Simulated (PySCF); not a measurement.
# GeNH5: electronic excitations at several levels of theory, part 2 of 2

PySCF 2.14.0. Atoms count from 0.

## 10. Ultraviolet spectrum: PBE0/6-31G*

Job settings and geometry (Å):

```
{"job": {"kind": "uv", "xc": "PBE0", "basis": "6-31G*"}, "charge": 0, "multiplicity": 1}
N      0.932905    -0.168766     0.278823
Ge    -0.879281     0.018389     0.039357
H      1.496292     0.433560    -0.315665
H      1.273760    -1.121147     0.178125
H     -1.566253    -0.890404     1.073139
H     -1.214559     1.496162     0.305289
H     -1.398608    -0.359955    -1.371686
```

Method: TDDFT PBE0/6-31G*, vertical, gas phase, core orbitals frozen in the response.

Standard output:

```text
coarse grid: 24896 points
cycle   1  E = -2134.0869310277  dE = -6.614e-01  |g| = 5.022e-01  |ddm| = 2.238e+00
cycle   2  E = -2134.0427539801  dE =  4.418e-02  |g| = 6.754e-01  |ddm| = 8.121e-01
cycle   3  E = -2134.1273384462  dE = -8.458e-02  |g| = 6.189e-02  |ddm| = 5.436e-01
cycle   4  E = -2134.1281432014  dE = -8.048e-04  |g| = 1.646e-02  |ddm| = 5.751e-02
cycle   5  E = -2134.1281764416  dE = -3.324e-05  |g| = 2.458e-03  |ddm| = 1.161e-02
cycle   6  E = -2134.1281776936  dE = -1.252e-06  |g| = 2.781e-04  |ddm| = 2.935e-03
final grid: 50896 points
cycle   7  E = -2134.1281495599  dE = -6.881e-09  |g| = 3.023e-04  |ddm| = 6.897e-04
cycle   8  E = -2134.1281495503  dE =  9.662e-09  |g| = 3.911e-04  |ddm| = 5.768e-04
cycle   9  E = -2134.1281495776  dE = -2.735e-08  |g| = 3.834e-05  |ddm| = 2.959e-04
cycle  10  E = -2134.1281495779  dE = -2.997e-10  |g| = 8.708e-06  |ddm| = 3.839e-05
converged SCF energy = -2134.1281495779

Static polarisability (au): isotropic 32.176, principal 29.842 31.563 35.125

Singlet excitations
state   eV       nm        f      main configurations
  1   6.2061    199.8   0.03619   H->L 0.98
  2   7.9674    155.6   0.00032   H->L+1 0.99
  3   8.1872    151.4   0.01369   H->L+2 0.96
  4   8.6976    142.5   0.00292   H-1->L 0.99
  5   8.7605    141.5   0.00231   H-2->L 0.65, H->L+3 0.23, H->L+4 0.10
  6   8.8820    139.6   0.02629   H->L+3 0.52, H->L+4 0.34
  7   9.1458    135.6   0.07534   H->L+4 0.51, H-2->L 0.28, H->L+3 0.14
  8   9.2481    134.1   0.00987   H->L+5 0.97
  9  10.1212    122.5   0.26106   H-3->L 0.84
 10  10.4002    119.2   0.01674   H-2->L+1 0.59, H-1->L+2 0.33

Triplet excitations (Tamm-Dancoff, eV): 5.6324 7.7062 7.7769 8.0163
```

It took 4.9 s on 1 thread of Arm Neoverse N1, shared host; peak memory 0.44 GiB.

This run: HOMO -7.00 eV, LUMO 0.74 eV; lowest singlet 6.21 eV.

## 11. TDDFT and polarisability: PBE0/def2-SVP

The job, as its differences from that of step 10:

```diff
@@ -1,2 +1,2 @@
-{"job": {"kind": "uv", "xc": "PBE0", "basis": "6-31G*"}, "charge": 0, "multiplicity": 1}
+{"job": {"kind": "uv", "xc": "PBE0", "basis": "def2-SVP"}, "charge": 0, "multiplicity": 1}
 N      0.932905    -0.168766     0.278823
```

Method: TDDFT PBE0/def2-SVP, vertical, gas phase, core orbitals frozen in the response.

Standard output:

```text
coarse grid: 24896 points
cycle   1  E = -2134.0795606944  dE = -6.794e-01  |g| = 4.965e-01  |ddm| = 2.382e+00
cycle   2  E = -2134.0359931084  dE =  4.357e-02  |g| = 6.665e-01  |ddm| = 8.878e-01
cycle   3  E = -2134.1196503713  dE = -8.366e-02  |g| = 6.388e-02  |ddm| = 5.945e-01
cycle   4  E = -2134.1205248565  dE = -8.745e-04  |g| = 1.627e-02  |ddm| = 6.336e-02
cycle   5  E = -2134.1205595480  dE = -3.469e-05  |g| = 2.302e-03  |ddm| = 1.285e-02
cycle   6  E = -2134.1205608089  dE = -1.261e-06  |g| = 2.728e-04  |ddm| = 3.065e-03
final grid: 50896 points
cycle   7  E = -2134.1205278806  dE = -8.906e-09  |g| = 2.607e-04  |ddm| = 6.686e-04
cycle   8  E = -2134.1205278760  dE =  4.611e-09  |g| = 3.220e-04  |ddm| = 5.197e-04
cycle   9  E = -2134.1205278938  dE = -1.777e-08  |g| = 3.274e-05  |ddm| = 2.654e-04
cycle  10  E = -2134.1205278940  dE = -2.356e-10  |g| = 8.880e-06  |ddm| = 3.475e-05
converged SCF energy = -2134.1205278940

Static polarisability (au): isotropic 34.850, principal 32.779 34.654 37.116

Singlet excitations
state   eV       nm        f      main configurations
  1   6.3980    193.8   0.02245   H->L 0.98
  2   7.7476    160.0   0.00352   H->L+1 0.99
  3   8.0805    153.4   0.03034   H->L+2 0.86, H->L+3 0.12
  4   8.5910    144.3   0.01219   H->L+4 0.93
  5   8.6441    143.4   0.06263   H->L+3 0.72, H-2->L 0.12, H->L+2 0.10
  6   8.8390    140.3   0.01144   H-1->L 0.97
  7   9.0338    137.2   0.00706   H->L+5 0.98
  8   9.1144    136.0   0.10455   H-2->L 0.82, H->L+3 0.09
  9  10.1380    122.3   0.00227   H-2->L+1 0.66, H-1->L+3 0.31
 10  10.2075    121.5   0.17394   H-3->L 0.70, H-1->L+1 0.17

Triplet excitations (Tamm-Dancoff, eV): 5.8222 7.3856 7.5414 7.8149
```

Wall time 6.1 s (1 thread of Arm Neoverse N1, shared host); peak memory 0.44 GiB.

This run: HOMO -7.09 eV, LUMO 0.88 eV; lowest singlet 6.40 eV.

## 12. TDDFT and polarisability: PBE0/def2-TZVP

The job, as its differences from that of step 11:

```diff
@@ -1,2 +1,2 @@
-{"job": {"kind": "uv", "xc": "PBE0", "basis": "def2-SVP"}, "charge": 0, "multiplicity": 1}
+{"job": {"kind": "uv", "xc": "PBE0", "basis": "def2-TZVP"}, "charge": 0, "multiplicity": 1}
 N      0.932905    -0.168766     0.278823
```

Level: TDDFT PBE0/def2-TZVP, vertical, gas phase, core orbitals frozen in the response.

Standard output:

```text
coarse grid: 24896 points
cycle   1  E = -2134.3936912060  dE = -6.592e-01  |g| = 7.249e-01  |ddm| = 1.803e+00
cycle   2  E = -2134.3318203961  dE =  6.187e-02  |g| = 9.472e-01  |ddm| = 7.760e-01
cycle   3  E = -2134.4497426497  dE = -1.179e-01  |g| = 9.682e-02  |ddm| = 5.195e-01
cycle   4  E = -2134.4515930703  dE = -1.850e-03  |g| = 2.215e-02  |ddm| = 6.659e-02
cycle   5  E = -2134.4516683360  dE = -7.527e-05  |g| = 3.726e-03  |ddm| = 1.368e-02
cycle   6  E = -2134.4516716209  dE = -3.285e-06  |g| = 4.709e-04  |ddm| = 3.848e-03
final grid: 50896 points
cycle   7  E = -2134.4516490447  dE = -1.864e-08  |g| = 4.972e-04  |ddm| = 9.858e-04
cycle   8  E = -2134.4516490280  dE =  1.667e-08  |g| = 6.530e-04  |ddm| = 7.198e-04
cycle   9  E = -2134.4516490871  dE = -5.912e-08  |g| = 5.750e-05  |ddm| = 3.550e-04
cycle  10  E = -2134.4516490879  dE = -7.303e-10  |g| = 2.106e-05  |ddm| = 4.800e-05
converged SCF energy = -2134.4516490879

Static polarisability (au): isotropic 39.622, principal 37.437 38.485 42.944

Singlet excitations
state   eV       nm        f      main configurations
  1   6.2076    199.7   0.02531   H->L 0.99
  2   7.5304    164.6   0.04832   H->L+1 0.95
  3   7.7465    160.1   0.00266   H->L+2 0.99
  4   8.2657    150.0   0.01947   H->L+4 0.83, H-2->L 0.09
  5   8.3819    147.9   0.04872   H->L+3 0.81, H->L+4 0.09
  6   8.5121    145.7   0.01048   H-1->L 0.97
  7   8.5457    145.1   0.00836   H->L+5 0.98
  8   8.7630    141.5   0.09379   H-2->L 0.85
  9   9.6916    127.9   0.15192   H-1->L+1 0.91
 10   9.8347    126.1   0.12920   H-2->L+1 0.77, H-1->L+2 0.14

Triplet excitations (Tamm-Dancoff, eV): 5.7064 6.9868 7.5028 7.7187
```

Wall time 9.8 s (1 thread of Arm Neoverse N1, shared host); peak memory 0.45 GiB.

In short: HOMO -7.31 eV, LUMO 0.43 eV; lowest singlet 6.21 eV.

## 13. Comparing the runs: electronic excitations

Excitations and ground-state properties, with basis size and wall time:

```tsv
run	lowest singlet (eV)	brightest (eV)	f	gap (eV)	α (Å³)	μ (D)	functions	time
PBE/def2-SVPD	5.47	8.30	0.084	5.37	6.50	1.07	98	20 s
B3LYP/def2-SVPD	5.90	8.70	0.113	7.01	6.31	1.10	98	16 s
PBE0/def2-SVPD	6.11	8.91	0.122	7.54	6.24	1.10	98	15 s
BHandHLYP/def2-SVPD	6.50	9.30	0.150	9.43	6.05	1.13	98	16 s
CAM-B3LYP/def2-SVPD	6.18	8.99	0.139	9.65	6.22	1.12	98	18 s
wB97X-D/def2-SVPD	6.35	9.09	0.160	11.07	6.22	1.12	98	18 s
LC-wPBE/def2-SVPD	6.69	9.48	0.196	12.07	6.06	1.14	98	22 s
PBE0/6-31G*	6.21	10.12	0.261	7.74	4.77	1.30	56	4.9 s
PBE0/def2-SVP	6.40	10.21	0.174	7.97	5.16	1.23	71	6.1 s
PBE0/def2-TZVP	6.21	9.69	0.152	7.74	5.87	1.17	109	9.8 s
```

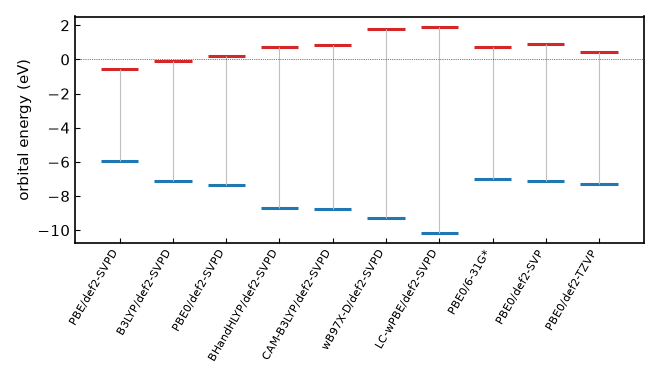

HOMO (blue) and LUMO (red) run by run.

## 14. Summary of results

This closing draws on all 2 parts.

| quantity | value |
| --- | --- |
| point group | Cs |
| rotational constants (main isotopes) | 62.93, 9.54, 9.33 GHz |
| lowest singlet (PBE/def2-SVPD) | 5.47 eV (227 nm), f = 0.009 |
| brightest single state of those computed | state 9, 8.30 eV, f = 0.084 |
| lowest triplet | 5.17 eV |
| vertical ionisation energy (ΔSCF) | 9.56 eV |
| range of the lowest singlet | 5.47 to 6.69 eV |

Single values in the summary come from the first run of each kind that ended normally (PBE/def2-SVPD), which need not be the best level. Relaxing lowered the energy by 0.091 eV in 3 steps; the close pair that moved most is Ge1–H4, from 1.485 to 1.538 Å. The first singlet state (HOMO→LUMO 0.97) lies at 5.47 eV and is weak; of the 10 states computed, the strongest absorption comes from state 9 at 8.30 eV. The lowest triplet lies 0.30 eV below the lowest singlet (triplets in Tamm-Dancoff, singlets in full TDDFT). ΔSCF puts the ionisation energy at 9.56 eV, 3.62 eV above −ε(HOMO). The lowest singlet runs from 5.47 eV (PBE/def2-SVPD) to 6.69 eV (LC-wPBE/def2-SVPD), while the orbital gap spans 5.37 to 12.07 eV. The lowest state need not be the same one in every run. The runs solved for a few states only, so the brightest column depends on that window.
